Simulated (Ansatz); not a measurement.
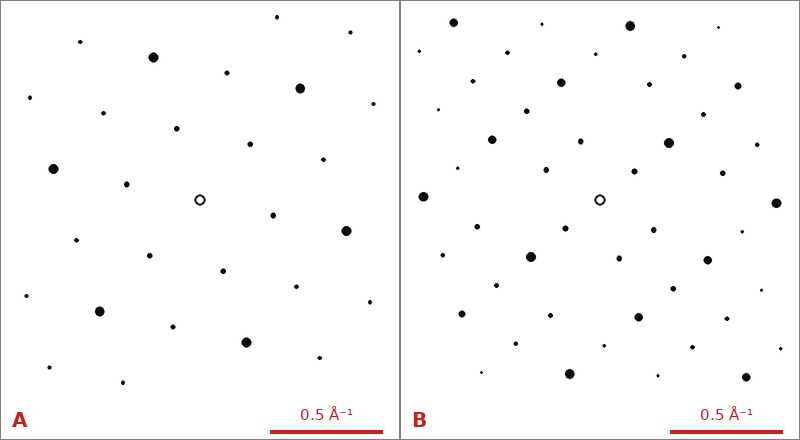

Kinematic electron diffraction patterns (200 kV, B = 0.5 Å², same scale, each along a low-index zone) of two structures of composition HfGe3, each relaxed at zero pressure with Ansatz 0.2.0, DFT PBE, scalar-relativistic, plane waves, PAW.

The structures (standard cells):
1. Pm-3m (No. 221), a = 4.192 Å, 4 atoms; generated start, possibly hypothetical
2. P6_3/mmc (No. 194), a = 5.740 Å, c = 5.234 Å (hexagonal axes), 8 atoms; generated start, possibly hypothetical

### Which pattern belongs to which structure, and along which zone?

A is structure 1 along [111] or an equivalent direction: hexagonal net of -1 1 0 at d = 2.96 Å and -1 0 1 at d = 2.96 Å, 60.0° apart. B is structure 2 along [101] or an equivalent direction: centred rectangular net of 0 1 0 at d = 4.97 Å and 1 0 -1 at d = 3.60 Å, 68.7° apart (some points of this net are extinct or too weak to see).

### Rank the structures by their computed energy.

Structure 2 (P6_3/mmc, 18.66 Å³ an atom) is the lowest of these; structure 1 (Pm-3m, 18.42 Å³ an atom) lies about 35 meV an atom higher. These are static energies at 0 K; other structures, not shown, may lie lower still.
